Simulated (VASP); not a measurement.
Band structure of FeP (relaxed from the CsCl type structure, space group Pm-3m). Calculation: PBEsol GGA, VASP's PBE PAW potentials (set 64) (plane waves; VASP 6.6.1).

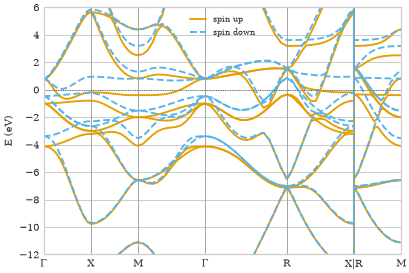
Bands along high-symmetry lines, zero at the valence-band maximum or, without a gap, the Fermi level

**Question.** Read the plot: is there a gap, and where are the band edges?

**Answer.** It has no gap at this level: it comes out as a metal or semimetal. (Edges off the drawn lines would not show.)

The structure was generated: FeP was put into the CsCl type type (Pm-3m), which need not be its known phase. It was relaxed first, which changed the volume by -31 %.
